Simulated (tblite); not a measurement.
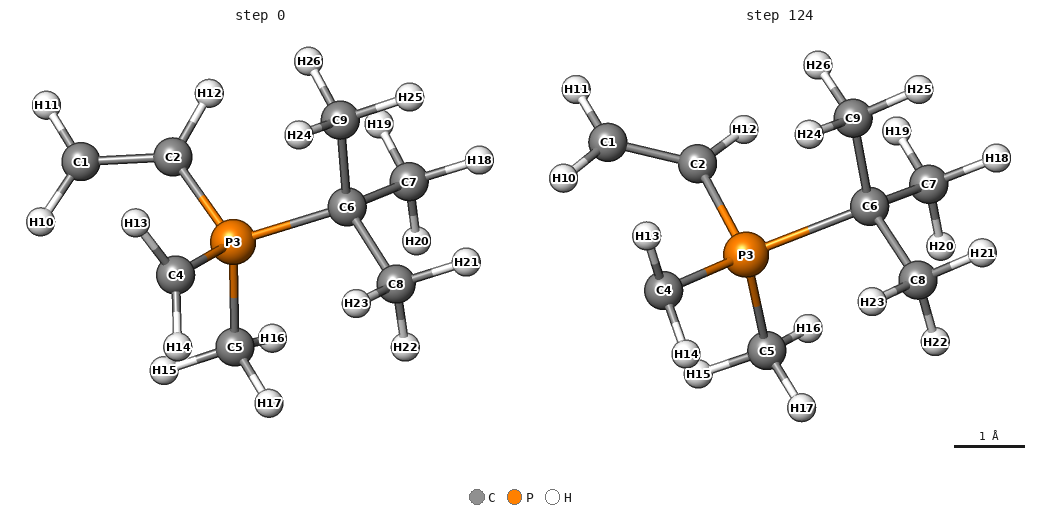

The structure of C8H17P before (left) and after (right) a relaxation, at one scale.

Style: ball-and-stick. Shown at a tilt.

The calculation used tblite, GFN2-xTB geometry optimisation, gas phase. 

What changed between the two?

After 124 geometry steps the energy has fallen by 33.2 kcal/mol. The largest move after the best rigid fit is that of H10, 0.98 Å. By element the largest moves are H 0.98 Å, C 0.53 Å, P 0.29 Å. Some distances before and after: P3–C6 1.805 → 1.929 Å, C2–P3 1.694 → 1.809 Å, P3–C5 1.752 → 1.828 Å, P3–C4 1.754 → 1.701 Å. Among the angles between lasting bonds that change: C4–P3–C6 103.3° → 129.1°, C2–P3–C6 114.3° → 101.3°, P3–C4–H14 121.7° → 110.7°. Groups turn about C2–P3 by about 35°. Cost: 1.3 s on 1 thread of Arm Neoverse V1, with other jobs on the host.
